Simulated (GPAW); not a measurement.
# Optical response of GeBi3, part 2 of 2

Aim: the dielectric function of GeBi3, and the optical constants that follow from it.

GPAW 26.7.0; DFT, PBE, plane-wave PAW (GPAW data sets), scalar-relativistic, RPA, optical limit.

So far. Step 2 (Ground state): There are states at the Fermi level within the smearing, so the occupations stay smeared and the carriers get a Drude term.

## Step 4: Dielectric function, RPA

Local fields let the induced charge screen the field inside the cell, which as a rule lowers ε, most along directions where the density is uneven.

This step: DFT, PBE, plane-wave PAW (GPAW data sets), scalar-relativistic, RPA, optical limit (GPAW 26.7.0).

df.py reads:

```python
from gpaw.response.df import DielectricFunction

df = DielectricFunction('full.gpw', frequencies={'type': 'nonlinear', 'domega0': 0.03, 'omega2': 8},
                        ecut=50,
                        eta=0.1,
                        nbands=79,
                        rate=0.05,
                        txt='df.txt')
for direction in ['x']:
    df.get_dielectric_function(xc='RPA', direction=direction, filename=f'df_{direction}.csv')
```

The run is started by

```console
$ OMP_NUM_THREADS=1 python df.py
```

What it wrote:

```text
Using integrator: PointIntegrator
NonLinearFrequencyDescriptor(from 0.000 to 54.352 eV, 476 points)
Nonperiodic BCs:  [False False False]
Using integrator: PointIntegrator
NonLinearFrequencyDescriptor(from 0.000 to 54.352 eV, 476 points)
Nonperiodic BCs:  [False False False]
Using integrator: PointIntegrator

Calculating chi0 body with:
    Ground state adapter containing:
    Number of spins: 1
    Number of kpoints: 512
    Number of irreducible kpoints: 29
    Number of completely occupied states: 21
    Number of partially occupied states: 28

    Linear response parametrization:
    q_c: [0.0, 0.0, 0.0]
    Number of frequency points: 476
    Planewave cutoff: 50.0
    Number of bands: 79
    Number of planewaves: 89
    Broadening (eta): 0.1

Integrating chi0 body.

Symmetries of q_c:
    Direct symmetries (Uq -> q): 48
    Indirect symmetries (TUq -> q): 0
In total 48 allowed symmetries.

29 groups of equivalent kpoints. 94.3359375% reduction.

Integral kind: spectral function

Calculating chi0 optical extensions with:
    Ground state adapter containing:
    Number of spins: 1
    Number of kpoints: 512
    Number of irreducible kpoints: 29
    Number of completely occupied states: 21
    Number of partially occupied states: 28

    Linear response parametrization:
    Number of frequency points: 476
    Planewave cutoff: 50.0
    Number of bands: 79
    Number of planewaves: 89
    Broadening (eta): 0.1
Integrating chi0 head and wings.

Symmetries of q_c:
    Direct symmetries (Uq -> q): 48
    Indirect symmetries (TUq -> q): 0
In total 48 allowed symmetries.

29 groups of equivalent kpoints. 94.3359375% reduction.

Integral kind: spectral function wings

Calculating drude chi0 with:
    Number of frequency points:476
    Plasma frequency decay rate: 0.05 eV

    Ground state adapter containing:
    Number of spins: 1
    Number of kpoints: 512
    Number of irreducible kpoints: 29
    Number of completely occupied states: 21
    Number of partially occupied states: 28

Symmetries of q_c:
    Direct symmetries (Uq -> q): 48
    Indirect symmetries (TUq -> q): 0
In total 48 allowed symmetries.

29 groups of equivalent kpoints. 94.3359375% reduction.

Integral kind: intraband
Plasma frequency:
[[13.31+0.j  0.  +0.j  0.  +0.j]
 [ 0.  +0.j 13.31+0.j  0.  -0.j]
 [ 0.  +0.j  0.  -0.j 13.31+0.j]]
```

Run time: 46 s. Hardware: 1 thread of Arm Neoverse V1, shared host; peak memory 0.42 GiB.

This step gave:

```
centre of weight of the strongest loss peak in the window : 18.82 eV
```

Some rows of df_x.csv (energy; Re and Im without local fields; Re and Im with them):

```text
0.000000, 71848.254715, 0.000000, 71834.246075, 0.000000
0.651243, -438.513370, 137.304166, -439.040732, 137.403445
1.347938, -114.139287, 29.536658, -115.172941, 29.064030
2.095014, -47.914215, 16.475989, -48.654599, 16.122166
2.898142, -30.676932, 13.466934, -30.357028, 12.687093
3.763875, -20.876023, 3.656215, -20.882142, 3.612692
4.699832, -10.158922, 5.400376, -9.980174, 4.852128
5.714917, -9.374041, 4.058668, -9.034810, 3.938221
6.819608, -5.639757, 2.092956, -5.526861, 1.903377
8.026317, -3.927473, 0.954731, -3.914084, 0.848326
9.349861, -2.586612, 0.794177, -2.556509, 0.682512
10.808071, -1.536812, 0.766185, -1.550954, 0.566212
12.422601, -1.295253, 0.747394, -1.092351, 0.647879
14.220012, -0.921778, 0.462238, -0.738224, 0.495301
16.233242, -0.421220, 0.279757, -0.363619, 0.307819
18.503643, -0.051250, 0.114236, -0.036430, 0.125357
21.083856, 0.290139, 0.097376, 0.293038, 0.087961
24.041937, 0.579691, 0.294196, 0.579525, 0.195042
27.467452, 0.306895, 0.182142, 0.412640, 0.323648
```

Sum at mesh points, not converged in k. The Im ε, E ∥ x by photon energy; read off at these points:

| photon energy (eV) | Im ε, E ∥ x |
| --- | --- |
| 2 | 20.4 |
| 4 | 2.18 |
| 6 | 2.43 |
| 8 | 0.870 |
| 10 | 0.552 |
| 12 | 0.727 |
| 14 | 0.589 |
| 16 | 0.360 |
| 18 | 0.210 |
| 20 | 0.0834 |
| 22 | 0.0925 |
| 24 | 0.195 |
| 26 | 0.276 |

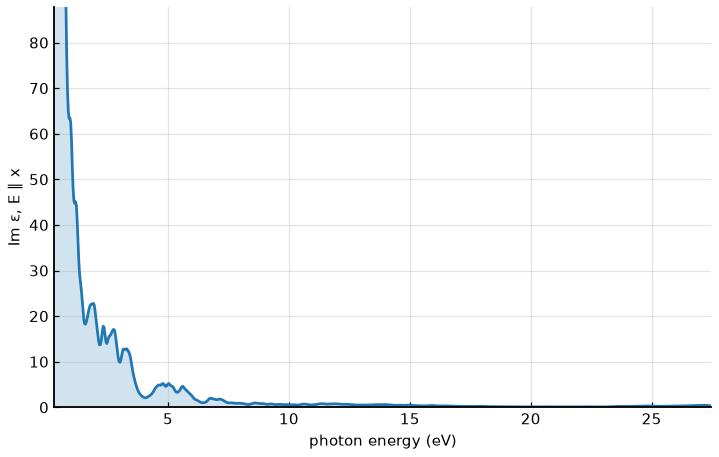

Im ε, E ∥ x against photon energy. Below 1 eV the curve runs off the scale.

Values under 1 per cm are given as 1; sum at mesh points, not converged in k. Absorption coefficient, E ∥ x against photon energy:

| photon energy (eV) | absorption coefficient, E ∥ x (1/cm) |
| --- | --- |
| 2.508 | 1.5e6 |
| 4.981 | 1.6e6 |
| 7.496 | 1.7e6 |
| 10.026 | 1.4e6 |
| 12.504 | 1.4e6 |
| 14.960 | 1.2e6 |
| 17.496 | 7.9e5 |
| 20.061 | 1.9e5 |
| 22.440 | 1.7e5 |
| 24.968 | 4.7e5 |

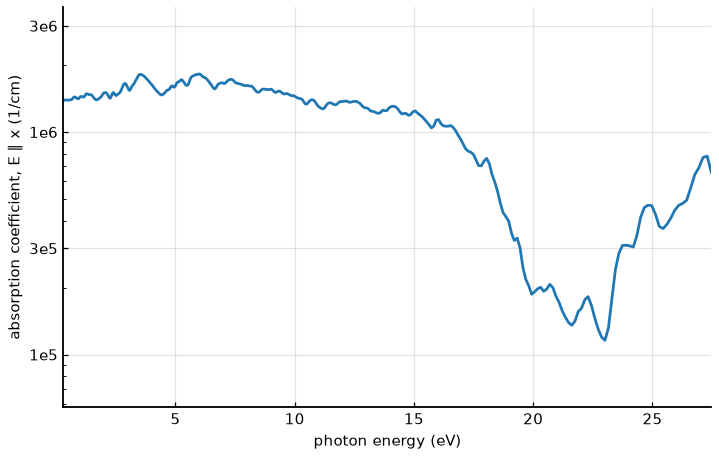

Absorption coefficient, E ∥ x, plotted against photon energy.

The loss function −Im 1/ε at q → 0, E ∥ x has structure finer than the step of the table below, so its rows give means over 2 eV, whole bins alone (the curve runs from 0.305 to 27.5 eV). Peaks (eV: height): 18.7: 8.40.

Sum at mesh points, not converged in k. Loss function −Im 1/ε at q → 0, E ∥ x against energy loss; means over each step:

| energy loss (eV) | loss function −Im 1/ε at q → 0, E ∥ x |
| --- | --- |
| 2 | 0.00722 |
| 4 | 0.0209 |
| 6 | 0.0384 |
| 8 | 0.0608 |
| 10 | 0.150 |
| 12 | 0.386 |
| 14 | 0.700 |
| 16 | 1.24 |
| 18 | 4.92 |
| 20 | 2.99 |
| 22 | 0.554 |
| 24 | 0.510 |
| 26 | 0.658 |

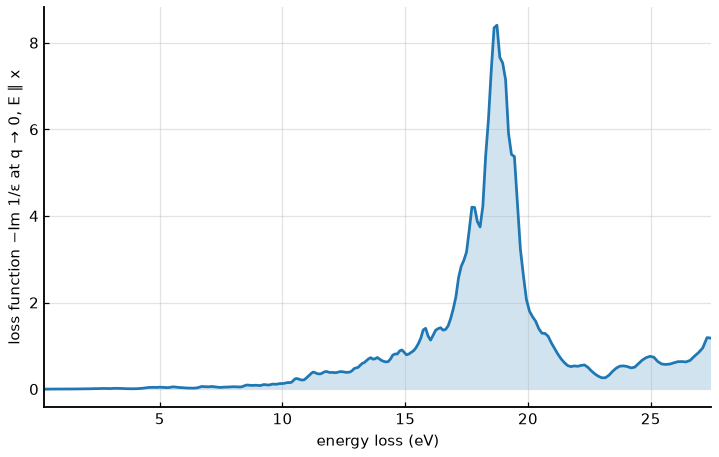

Loss function −Im 1/ε at q → 0, E ∥ x against energy loss.

The reflectivity at normal incidence, E ∥ x has structure finer than the step of the table below, so its rows give means over 2 eV, whole bins alone (the curve runs from 0.305 to 27.5 eV). Peaks (eV: height): 6.4: 90.5, 16.9: 58.0.

Sum at mesh points, not converged in k. The reflectivity at normal incidence, E ∥ x by photon energy; means over each step:

| photon energy (eV) | reflectivity at normal incidence, E ∥ x (%) |
| --- | --- |
| 2 | 90.8 |
| 4 | 85.8 |
| 6 | 82.2 |
| 8 | 82.5 |
| 10 | 75.6 |
| 12 | 59.1 |
| 14 | 52.6 |
| 16 | 53.3 |
| 18 | 44.7 |
| 20 | 17.3 |
| 22 | 5.46 |
| 24 | 2.18 |
| 26 | 2.43 |

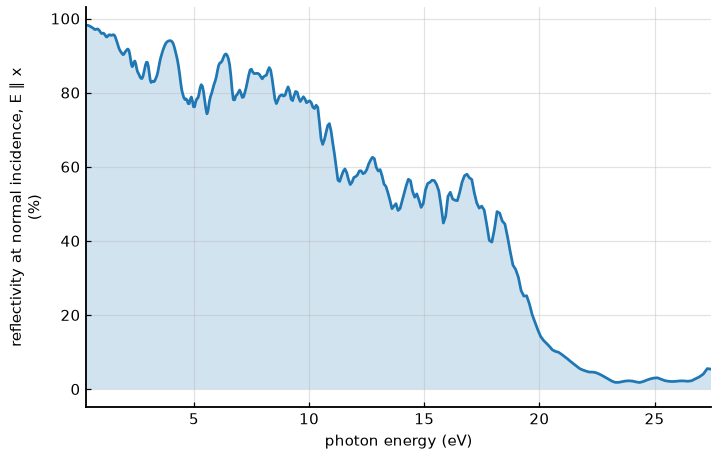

Reflectivity at normal incidence, E ∥ x, plotted against photon energy.

Sum at mesh points, not converged in k. The Im ε, E ∥ x by photon energy; read off at these points:

| photon energy (eV) | without local fields | with local fields |
| --- | --- | --- |
| 2 | 21.0 | 20.4 |
| 4 | 2.31 | 2.18 |
| 6 | 2.43 | 2.43 |
| 8 | 0.981 | 0.870 |
| 10 | 0.712 | 0.552 |
| 12 | 0.886 | 0.727 |
| 14 | 0.610 | 0.589 |
| 16 | 0.277 | 0.360 |
| 18 | 0.182 | 0.210 |
| 20 | 0.0950 | 0.0834 |
| 22 | 0.121 | 0.0925 |
| 24 | 0.295 | 0.195 |
| 26 | 0.392 | 0.276 |

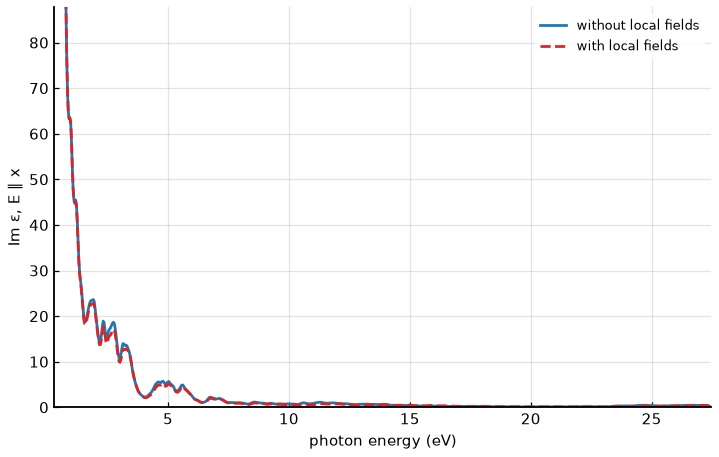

Im ε, E ∥ x, plotted against photon energy. Below 1 eV the curve runs off the scale.

Optical constants at common wavelengths, from n + ik = √ε:

| wavelength (nm) | n | k | R (%) | 1/α |
| --- | --- | --- | --- | --- |
| 1550 | 2.30 | 17.713 | 97.2 | 7.0 nm |
| 1064 | 1.85 | 12.186 | 95.3 | 6.9 nm |
| 633 | 1.48 | 7.459 | 90.4 | 6.8 nm |
| 450 | 1.52 | 5.616 | 84.0 | 6.4 nm |
| 405 | 1.07 | 4.963 | 85.2 | 6.5 nm |
| 248 | 0.80 | 3.185 | 76.2 | 6.2 nm |
| 193 | 0.20 | 2.568 | 90.2 | 6.0 nm |

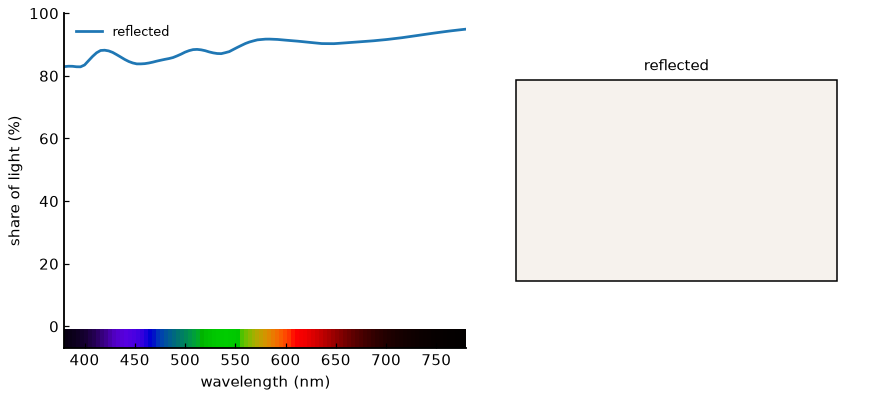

Light reflected across the visible range, with the colour that it makes of daylight (sRGB).

In reflection the computed colour is near white: x = 0.319, y = 0.334, luminous reflectivity 89 %.

## Step 5: Summary of results

| Item | Value |
| --- | --- |
| centre of weight of the strongest loss peak in the window, first axis | 18.8 eV |

What this shows: At this level (PBE, RPA) GeBi3 is a metal. The mesh is too coarse to trust the carriers' weight, the reflectivity or the colour to better than tens of per cent. In reflection the computed colour is near white: x = 0.319, y = 0.334, luminous reflectivity 89 %. The carriers' damping of 0.05 eV is typed, not computed; it shapes the response at the lowest energies. Spin-orbit coupling is left out although heavy atoms are present. The curves end at 27 eV, about where the summed bands run out. GPAW's carrier term has the form −ωp²/(ω + i·rate)², which damps like twice the rate and fails at low energy, so the curves leave the lowest energies out. The sum runs over mesh points 0.18 Å⁻¹ apart with no interpolation, so peaks are partly noise of the mesh, and the Drude plasma energy, a sum over the Fermi surface, isn't converged.

[Machine, clock and banner lines and Python warnings are left out of the logs.]

[Logs are printed without paths, hosts, clocks, repeated set-up lines and the standing remarks that a program may print on its own settings, such as how far it seeks lower states.]

[Hosts, paths, dates, database ids (printed as entryN), source tags and the programs' standing remarks are cut or masked in the printed files.]
